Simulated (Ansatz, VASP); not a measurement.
# Cross-check of KScSe2 between VASP and Ansatz, part 2 of 2

One calculation is typed for both programs; each brings its own data sets and cutoff. How far apart do they land? The cell is invented: As first built, before any earlier steps moved the atoms: it takes the ScAgSe2 structure with some of its atoms replaced by other elements, volume scaled by an estimate. It may not be a known or stable phase. The cell comes out of the VASP series on this material, whose earlier steps may have relaxed, scaled or displaced it; both programs get it as it stands.

VASP 6.6.1 and Ansatz 0.2.0.

So far. Step 2 (VASP: single point, PBE): The run ends at a pressure of 0.02 GPa, with forces up to 0.0030 eV/Å. Step 3 (Ansatz: single point, PBE): The run ends at a pressure of -0.08 GPa, with forces up to 0.011 eV/Å.

**6. VASP: band structure, PBE**

Level of this step: PBE; plane waves and PAW (Se, Sc_sv, K_sv); invented cell (VASP).

The same cell, functional, mesh and smearing now go to VASP, with its own data sets and cutoff.

INCAR

```
SYSTEM = KScSe2
PREC = Accurate
ENCUT = 400
EDIFF = 1E-06
NELM = 100
ISMEAR = -1
SIGMA = 0.05
LREAL = .FALSE.
ALGO = Normal
GGA = PE
NBANDS = 30
LORBIT = 11
LWAVE = .FALSE.
LCHARG = .FALSE.
KPAR = 2
```

POSCAR

```
KScSe2
1.0
    3.9936107685      0.0000000000      0.0000000000
   -1.9968053843      3.4585680172      0.0000000000
    0.0000000000      0.0000000000      7.7827775027
Se Sc K
2 1 1
Direct
    0.3333333300      0.6666666700      0.1935507779
    0.6666666700      0.3333333300      0.8064492221
    0.0000000000      0.0000000000      0.0000000000
    0.0000000000      0.0000000000      0.5000000000
```

KPOINTS

```
Automatic mesh
0
Gamma
8 8 4
0 0 0
```

KPOINTS_OPT

```
Line mode
16
Line-mode
Reciprocal
  0.00000000   0.00000000   0.00000000 GAMMA
  0.50000000   0.00000000   0.00000000 M

  0.50000000   0.00000000   0.00000000 M
  0.33333333   0.33333333   0.00000000 K

  0.33333333   0.33333333   0.00000000 K
  0.00000000   0.00000000   0.00000000 GAMMA

  0.00000000   0.00000000   0.00000000 GAMMA
  0.00000000   0.00000000   0.50000000 A

  0.00000000   0.00000000   0.50000000 A
  0.50000000   0.00000000   0.50000000 L

  0.50000000   0.00000000   0.50000000 L
  0.33333333   0.33333333   0.50000000 H

  0.33333333   0.33333333   0.50000000 H
  0.00000000   0.00000000   0.50000000 A

  0.50000000   0.00000000   0.50000000 L
  0.50000000   0.00000000   0.00000000 M

  0.33333333   0.33333333   0.00000000 K
  0.33333333   0.33333333   0.50000000 H
```

PAW data sets: Se, Sc_sv and K_sv (PBE family, release 64).

Command:

```bash
> mpirun -np 2 vasp_std
```

Numbers of over 12 decimals in the logs are rounded to 6 here.

The program printed:

```text
[banner, memory and clock lines left out]
running    2 mpi-ranks, on    1 nodes
[...]
LDA part: xc-table for (Slater+PW92), standard interpolation
 POSCAR, INCAR and KPOINTS ok, starting setup
[...]
entering main loop
       N       E                     dE             d eps       ncg     rms          rms(c)
DAV:   1     0.243493347804E+03    0.24349E+03   -0.11190E+04  2116   0.802E+02
DAV:   2    -0.233952856040E+01   -0.24583E+03   -0.22906E+03  2128   0.280E+02
DAV:   3    -0.223959804285E+02   -0.20056E+02   -0.19617E+02  3424   0.730E+01
DAV:   4    -0.232555631627E+02   -0.85958E+00   -0.85354E+00  3152   0.133E+01
[...]
DAV:  13    -0.206881036284E+02   -0.64574E-04   -0.99349E-05  2334   0.547E-02    0.183E-02
DAV:  14    -0.206880958861E+02    0.77423E-05   -0.10748E-05  3092   0.396E-02    0.356E-03
DAV:  15    -0.206880966161E+02   -0.73000E-06   -0.19344E-06  2108   0.578E-03
   1 F= -.20688097E+02 E0= -.20688097E+02  d E =-.577183E-07
 Start KPOINTS_OPT (optional k-point list driver)
k-point batch [1-35\144]
       N       E                     dE             ncg
DAV:   1    -0.533154247319E+04   -0.28959E+05     2116
DAV:   2    -0.137606289471E+05   -0.84291E+04     2100
DAV:   3    -0.144005128862E+05   -0.63988E+03     3360
DAV:   4    -0.144299318760E+05   -0.29419E+02     2968
DAV:   5    -0.144315822256E+05   -0.16503E+01     3260
DAV:   6    -0.144316115520E+05   -0.29326E-01     3100
DAV:   7    -0.144316130246E+05   -0.14726E-02     3076
DAV:   8    -0.144316130354E+05   -0.10852E-04     2770
DAV:   9    -0.144316130357E+05   -0.25112E-06     1730
[...]
k-point batch [141-144\144]
       N       E                     dE             ncg
DAV:   1     0.251782275223E+05   -0.43278E+04      248
DAV:   2     0.242515390371E+05   -0.92669E+03      246
DAV:   3     0.241791631393E+05   -0.72376E+02      394
DAV:   4     0.241763122401E+05   -0.28509E+01      368
DAV:   5     0.241761600315E+05   -0.15221E+00      328
DAV:   6     0.241761552782E+05   -0.47533E-02      378
DAV:   7     0.241761551625E+05   -0.11568E-03      334
DAV:   8     0.241761551618E+05   -0.67769E-06      314
```

Parts of OUTCAR (step 6):

```text
  Total        0.0101257      0.0101257      0.0260518     -0.0000000      0.0000000      0.0000000
  in kB        0.1509174      0.1509173      0.3882865     -0.0000000      0.0000000      0.0000000
  external PRESSURE =       0.2300404 kB  Pullay stress =       0.0000000 kB

 POSITION                                       TOTAL-FORCE (eV/Angst)
 -----------------------------------------------------------------------------------
     -0.00000      2.30571      1.50636         0.000000     -0.000000      0.002908
      1.99681      1.15286      6.27641        -0.000000      0.000000     -0.002908
      0.00000      0.00000      0.00000         0.000000      0.000000     -0.000000
      0.00000      0.00000      3.89139         0.000000      0.000000     -0.000000
 -----------------------------------------------------------------------------------
    total drift:                                0.000000      0.000000      0.000000

  FREE ENERGIE OF THE ION-ELECTRON SYSTEM (eV)
  ---------------------------------------------------
  free  energy   TOTEN  =       -20.6880966161 eV

  energy  without entropy=      -20.6880965584  energy(sigma->0) =      -20.68809659

[... 1 part as in an earlier step ...]

[... 2 further parts left out ...]
[key lines of the parts left out:]
E-fermi :   2.8036
```

The run ends at a pressure of 0.02 GPa, with forces up to 0.0029 eV/Å.

**7. Differences**

Compared:

```
                     quantity  Ansatz   VASP  difference
               pressure (GPa)   -0.08   0.02       -0.10
gap over the path points (eV)   1.417  1.406      +0.011
```

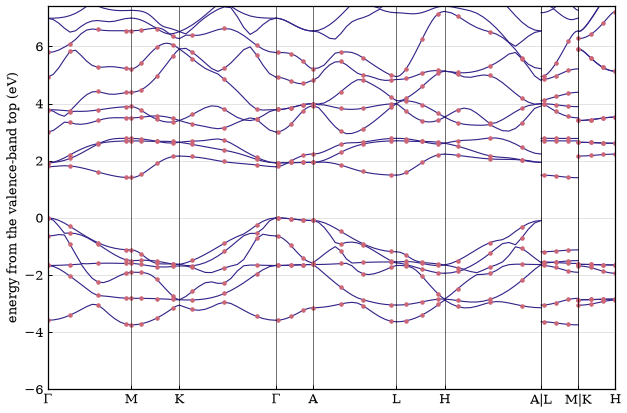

Bands from VASP (lines) and levels from Ansatz (dots). Dots without a line are higher empty bands that the VASP plot leaves out.

Levels at points of the path, from each program's valence-band top (eV; 4 filled, then empty):

```
k (reciprocal lattice)                                  Ansatz                                    VASP
     0.000 0.000 0.000    -1.66 -0.63 0.00 0.00 1.80 1.94 1.94    -1.67 -0.63 0.00 0.00 1.79 1.93 1.93
     0.133 0.000 0.000  -1.64 -0.92 -0.53 -0.29 1.83 2.09 2.21  -1.64 -0.92 -0.53 -0.30 1.82 2.08 2.20
     0.300 0.000 0.000  -2.24 -1.58 -0.91 -0.86 1.62 2.59 2.61  -2.24 -1.59 -0.92 -0.87 1.61 2.58 2.60
     0.467 0.000 0.000  -1.93 -1.59 -1.46 -1.11 1.42 2.70 2.79  -1.94 -1.59 -1.47 -1.11 1.41 2.69 2.78
     0.500 0.000 0.000  -1.90 -1.59 -1.49 -1.12 1.42 2.70 2.79  -1.90 -1.59 -1.50 -1.12 1.41 2.69 2.78
     0.467 0.067 0.000  -1.90 -1.62 -1.48 -1.25 1.52 2.70 2.77  -1.91 -1.63 -1.49 -1.25 1.51 2.69 2.76
     0.411 0.178 0.000  -2.15 -1.70 -1.59 -1.51 1.91 2.69 2.69  -2.16 -1.71 -1.59 -1.52 1.90 2.68 2.68
     0.356 0.289 0.000  -2.74 -1.69 -1.61 -1.61 2.16 2.63 2.68  -2.74 -1.70 -1.62 -1.61 2.15 2.62 2.67
     0.289 0.289 0.000  -2.57 -1.73 -1.67 -1.49 2.15 2.58 2.69  -2.57 -1.73 -1.68 -1.49 2.14 2.57 2.69
     0.178 0.178 0.000  -2.27 -1.75 -1.17 -0.89 1.98 2.38 2.73  -2.28 -1.75 -1.18 -0.89 1.96 2.37 2.72
```

At this near-relaxed geometry the largest component of a force difference is 14 meV/Å. Among the levels compared (up to four filled and three empty ones at each point), filled levels agree within 7 meV and empty ones within 12 meV.

**8. Outcome**

| Quantity | Value |
| --- | --- |
| difference in gap on the k mesh (single point, PBE) | 0.010 eV |
| difference in gap over the path points (band structure, PBE) | 0.011 eV |

What this shows: The difference in gap over the path points is 0.011 eV (band structure, PBE), within the 0.08 eV picked in this series as the mark of a large difference. Differences of this kind measure data sets and numerical settings, not the functional's error against experiment.

[Lines on the potential files, build, host, timing and source positions are cut from VASP's logs without a mark.]

[Logs are printed without paths, hosts, clocks, repeated set-up lines and the standing remarks that a program may print on its own settings, such as how far it seeks lower states.]

[Hosts, paths, dates, database ids (printed as entryN), source tags and the programs' standing remarks are cut or masked in the printed files.]
